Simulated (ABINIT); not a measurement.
# LiCaH3 (R-3c): a self-consistent loop beyond G0W0, cycle by cycle, part 3 of 3

Wanted: G0W0 and self-consistent gaps of LiCaH3 (R-3c), with the cost of the cycles.

ABINIT 10.8.3; LDA and many-body steps on it, plane waves. Known limits of the many-body steps: not at the basis limit; coarse k mesh.

So far. Step 11 (evGW, cycle 1): Against G0W0 in ABINIT (2×2×2 mesh, 80 bands, screening to 106.1 eV, Godby-Needs plasmon pole), the gap moves by +0.514 eV. Step 14 (evGW, cycle 2): Against the cycle before, the gap moves by +0.026 eV.

## Step 15: Screening, 2×2×2 mesh, 80 bands, screening to 106.1 eV

This step: RPA screening on LDA, plane waves, norm-conserving pseudopotentials.

run.abi reads:

```
acell 3*1.0 Angstrom
rprim 
  2.605565885003 1.504324165098 4.142435874900
  -2.605565885003 1.504324165098 4.142435874900
  -0.000000000000 -3.008648330196 4.142435874900
ntypat 3
znucl 3 20 1
natom 10
typat 1 1 2 2 3 3 3 3 3 3
xred 
  0.000000000000 0.000000000000 0.000000000000
  0.500000000000 0.500000000000 0.500000000000
  0.250000000000 0.250000000000 0.250000000000
  0.750000000000 0.750000000000 0.750000000000
  0.698431000000 0.801569000000 0.250000000000
  0.250000000000 0.698431000000 0.801569000000
  0.801569000000 0.250000000000 0.698431000000
  0.750000000000 0.301569000000 0.198431000000
  0.198431000000 0.750000000000 0.301569000000
  0.301569000000 0.198431000000 0.750000000000
pp_dirpath "pseudos"
pseudos "Li.upf, Ca.upf, H.upf"
ecut 33
ngkpt 2 2 2
nshiftk 1
shiftk 0 0 0
kptopt 1
chksymbreak 0
istwfk *1
occopt 1
irdwfk 1
optdriver 3
nband 80
ecuteps 3.9
inclvkb 2
awtr 1
symchi 1
gwcalctyp 10
mbpt_sciss 2.368 eV
nqptdm 1
qptdm 
  0 0 0
indata_prefix "in"
outdata_prefix "out"
tmpdata_prefix "tmp"
```

Run with:

```bash
$ OMP_NUM_THREADS=1 mpirun -n 4 abinit run.abi > log
```

Numbers of over 12 decimals in the logs are rounded to 6 here.

What it wrote:

```text
.Version 10.8.3 of ABINIT. v10.8.2 released Aug 2026.

 Symmetries : space group R-3 c (#167); Bravais hR (rhombohedral)
[... echo of the input left out ...]
== DATASET  1 ==================================================================
-   mpi_nproc: 4, omp_nthreads: 1 (-1 if OMP is not activated)

--- !DatasetInfo
iteration_state: {dtset: 1, }
dimensions: {natom: 10, nkpt: 4, mband: 80, nsppol: 1, nspinor: 1, nspden: 1, mpw: 5964, }
cutoff_energies: {ecut:  33.0, pawecutdg:  -1.0, }
[...]
[... chi0 elements left out ...]
 For q-point:  0.000010 0.000020 0.000030
  dielectric constant =   4.4190
  dielectric constant without local fields =   4.7697

  Average fulfillment of the sum rule on Im[epsilon] for q-point    1 :     62.14  [%]
[... wings left out ...]
== END DATASET(S) ==============================================================
================================================================================

 -outvars: echo values of variables after computation  --------
           etotal      0.0000000000E+00
            nband          80
             nkpt           4
          spgroup         167
 [... the other variables as echoed above ...]

 Calculation completed.
```

Wall time 12 s (4 MPI ranks of Arm Neoverse N1, shared host); peak memory 0.87 GiB.

Numbers from this step:

* ε∞ with local fields, on this mesh, along the program's q direction: 4.419
* the same without local fields: 4.770
* plasma frequency: 21.28 eV
* plane waves in the screening matrix: 259

This screening uses the functional's bands under a rigid shift, the mean opening of the cycle before.

## Step 16: Screening, 2×2×2 mesh, 80 bands, screening to 106.1 eV

This step: RPA screening on LDA from quasiparticle energies, plane waves, norm-conserving pseudopotentials.

run.abi: that of step 15 with these lines changed.

```diff
@@ -37,7 +37,9 @@
 symchi 1
+irdqps 1
 gwcalctyp 10
-mbpt_sciss 2.368 eV
-nqptdm 1
+nqptdm 3
 qptdm 
-  0 0 0
+  0.5000000000 0.0000000000 0.0000000000
+  0.5000000000 0.5000000000 0.0000000000
+  0.5000000000 0.5000000000 0.5000000000
 indata_prefix "in"
```

mrgscr.stdin reads:

```
2
merged
q0_SCR
out_SCR
1
```

Run with:

```bash
$ OMP_NUM_THREADS=1 mpirun -n 4 abinit run.abi > log; mrgscr < mrgscr.stdin
```

What it wrote:

```text
.Version 10.8.3 of ABINIT. v10.8.2 released Aug 2026.

 Symmetries : space group R-3 c (#167); Bravais hR (rhombohedral)
[... echo of the input left out ...]
== DATASET  1 ==================================================================
-   mpi_nproc: 4, omp_nthreads: 1 (-1 if OMP is not activated)

--- !DatasetInfo
iteration_state: {dtset: 1, }
dimensions: {natom: 10, nkpt: 4, mband: 80, nsppol: 1, nspinor: 1, nspden: 1, mpw: 5964, }
cutoff_energies: {ecut:  33.0, pawecutdg:  -1.0, }
[...]
q-point number  1        q = ( 0.500000, 0.000000, 0.000000) [r.l.u.]
--------------------------------------------------------------------------------
[... chi0 elements left out ...]
  Average fulfillment of the sum rule on Im[epsilon] for q-point    2 :     67.24  [%]

--------------------------------------------------------------------------------
  q-point number  2        q = ( 0.500000, 0.500000, 0.000000) [r.l.u.]
--------------------------------------------------------------------------------
[... chi0 elements left out ...]
  Average fulfillment of the sum rule on Im[epsilon] for q-point    3 :     65.85  [%]

 [... 1 further q-points ...]
```

Elapsed: 9.2 s, on 4 MPI ranks; peak memory 0.71 GiB.

Numbers from this step:

```yaml
plasma_frequency: 21.28 eV
plane_waves_in_the_screening_matrix: 259
```

This screening reads the quasiparticle levels of the cycle before.

## Step 17: evGW, cycle 3

This step: evGW on LDA, plane waves, norm-conserving pseudopotentials.

run.abi: that of step 16 with these lines changed.

```diff
@@ -31,12 +31,10 @@
 irdwfk 1
-optdriver 3
+optdriver 4
 nband 80
-ecuteps 3.9
-inclvkb 2
-awtr 1
-symchi 1
-irdqps 1
 gwcalctyp 10
-nqptdm 3
-qptdm 
+ecutsigx 33
+symsigma 1
+nkptgw 4
+kptgw 
+  0.0000000000 0.0000000000 0.0000000000
   0.5000000000 0.0000000000 0.0000000000
@@ -44,2 +42,11 @@
   0.5000000000 0.5000000000 0.5000000000
+bdgw 
+  11 22
+  11 22
+  11 22
+  11 22
+ecuteps 3.9
+irdscr 1
+ppmodel 1
+irdqps 1
 indata_prefix "in"
```

Run with:

```bash
$ OMP_NUM_THREADS=1 mpirun -n 4 abinit run.abi > log
```

What it wrote:

```text
.Version 10.8.3 of ABINIT. v10.8.2 released Aug 2026.

 Symmetries : space group R-3 c (#167); Bravais hR (rhombohedral)
[... echo of the input left out ...]
== DATASET  1 ==================================================================
-   mpi_nproc: 4, omp_nthreads: 1 (-1 if OMP is not activated)

--- !DatasetInfo
iteration_state: {dtset: 1, }
dimensions: {natom: 10, nkpt: 4, mband: 80, nsppol: 1, nspinor: 1, nspden: 1, mpw: 5964, }
cutoff_energies: {ecut:  33.0, pawecutdg:  -1.0, }
[...]
.  kptgw no:  2; Maximum DeltaE = (  -0.001   0.000) for band index:  1
.  kptgw no:  3; Maximum DeltaE = (  -0.001   0.000) for band index:  2
.  kptgw no:  4; Maximum DeltaE = (  -0.001   0.000) for band index:  1

== END DATASET(S) ==============================================================
================================================================================

 -outvars: echo values of variables after computation  --------
           etotal      0.0000000000E+00
            nband          80
             nkpt           4
          spgroup         167
 [... the other variables as echoed above ...]

 Calculation completed.
```

The job ended after 38 s (4 MPI ranks; peak memory 1.2 GiB).

This step gave:

```
quasiparticle gap on the mesh                         : 4.286 eV
gap of the density functional on the mesh             : 2.318 eV
k of the valence top                                  : 0.5, 0.5, 0
k of the conduction bottom                            : 0.5, 0.5, 0
least direct quasiparticle gap on the computed points : 4.286 eV
```

Against the cycle before, the gap moves by +0.003 eV.

## Step 18: The runs together

Times are wall times on 4 MPI ranks of Arm Neoverse N1, shared host, good to a factor of about two. A run's time includes the screening step that it read.

```
           run   mesh  bands  screening cutoff (eV)  DFT gap (eV)  gap on the mesh (eV)  direct (eV)  ε∞ used  time
          G0W0  2×2×2     80                  106.1         2.318                 3.743        3.743     5.95  27 s
evGW0, cycle 1  2×2×2     80                  106.1         2.318                 4.092        4.092     5.95  55 s
evGW0, cycle 2  2×2×2     80                  106.1         2.318                 3.930        3.930     5.95  56 s
evGW0, cycle 3  2×2×2     80                  106.1         2.318                 3.943        3.943     5.95  56 s
evGW0, cycle 4  2×2×2     80                  106.1         2.318                 3.942        3.942     5.95  56 s
 evGW, cycle 1  2×2×2     80                  106.1         2.318                 4.257        4.257     4.60  59 s
 evGW, cycle 2  2×2×2     80                  106.1         2.318                 4.283        4.283     4.43  59 s
 evGW, cycle 3  2×2×2     80                  106.1         2.318                 4.286        4.286     4.42  59 s
```

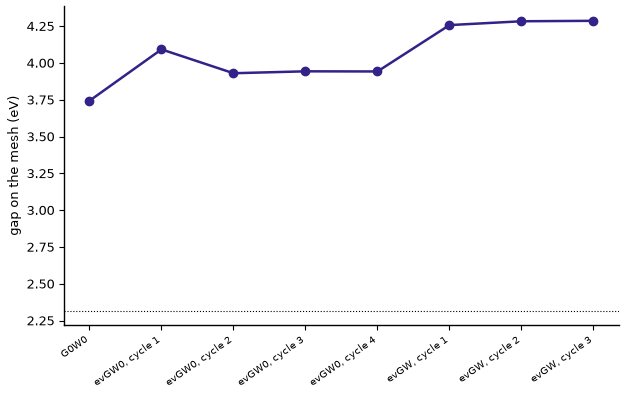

The gap through the cycles; the dotted line is the starting gap.

## Step 19: What came out

```
G0W0           : 3.743 eV
evGW0, cycle 1 : 4.092 eV
evGW0, cycle 2 : 3.930 eV
evGW0, cycle 3 : 3.943 eV
evGW0, cycle 4 : 3.942 eV
evGW, cycle 1  : 4.257 eV
evGW, cycle 2  : 4.283 eV
evGW, cycle 3  : 4.286 eV
known limits   : not at the basis limit; coarse k mesh
```

In words: Only the bands that the input lists are updated; the others, empty or deep, keep the functional's energies or take a rigid shift. The evGW loop starts from the last levels of evGW0, so its cycles and time come on top of those. evGW0 ends at 3.94 eV, +0.20 eV from G0W0, after 4 cycles that took 2.5 min beside the first screening; the last moved the gap by 0.001 eV. evGW ends at 4.29 eV, +0.54 eV from G0W0, after 3 cycles that took 3 min beside the first screening; the last moved the gap by 0.003 eV. The first cycle of evGW0 takes the full correction, without the factor Z, so it overshoots the one-shot value. Bands and cutoff are finite, so the gap is not at the basis limit. The miss can reach some tenths of an eV and take either sign; the mesh is an error of its own. A denser mesh or path gives a starting gap of 2.20 eV: the GW mesh misses a band edge, so its gaps are not the fundamental one. The 2×2×2 mesh is coarse for this cell, which bears on the long-range parts of exchange and screening. In the updated screening the q = 0 part is built from Kohn-Sham bands under a rigid shift, the other q from the quasiparticle levels.

[Paths, hosts, dates, memory and timing lines, banners, echoed tables and standing remarks are left out of the program output.]

[Logs are printed without paths, hosts, clocks, repeated set-up lines and the standing remarks that a program may print on its own settings, such as how far it seeks lower states.]

[Runs of the session that timed out or met a known fault of the program may be left out.]

[Hosts, paths, dates, database ids (printed as entryN), source tags and the programs' standing remarks are cut or masked in the printed files.]

[G0W0 gaps are taken among the corrected bands and points alone; a level outside them can change the order at an edge.]

[Where Ansatz stands beside ABINIT at settings called matched, ABINIT's density can come from a denser mesh and the files from another edition; pairs whose starting gaps differed by over 0.03 eV were left out, so agreement reads better than it is.]
